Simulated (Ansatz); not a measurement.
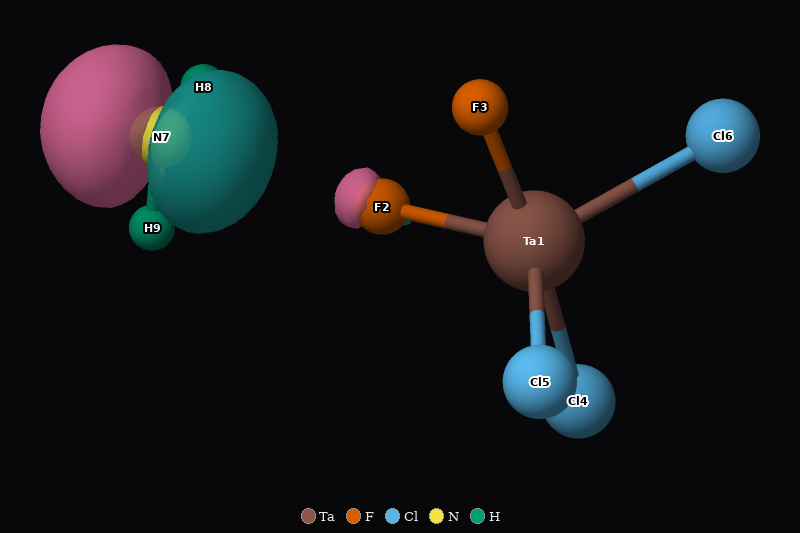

Figure. Cl3F2Ta···NH2 (doublet). One frontier orbital at ±0.2 Å⁻³ᐟ² (teal and pink are the two phases), seen at an oblique angle.

Core potentials replace the inner electrons of Ta; not at a stationary point (largest force 1.0 eV/Å).

All numbers below come from Ansatz 0.2.0, UKS PBE/def2-SVP.

```xyz
9

Ta   -0.0823   -0.0137   -0.0711
F     1.8218   -0.0626   -0.1466
F     0.1305   -0.0490    1.8109
Cl   -0.0573    0.0201   -2.4154
Cl   -1.2679    1.9454    0.0648
Cl   -1.3483   -1.9250    0.0067
N     4.2186    0.2183    0.4712
H     4.3193   -0.7910    0.2132
H     4.3157    0.6576   -0.4737
```

Which orbital is it: HOMO (α) or LUMO (α)?

Answer. The HOMO (α), at −6.62 eV. Its weight (Hirshfeld) is mainly on N7 (about 85 %); largely a lone pair of N7.
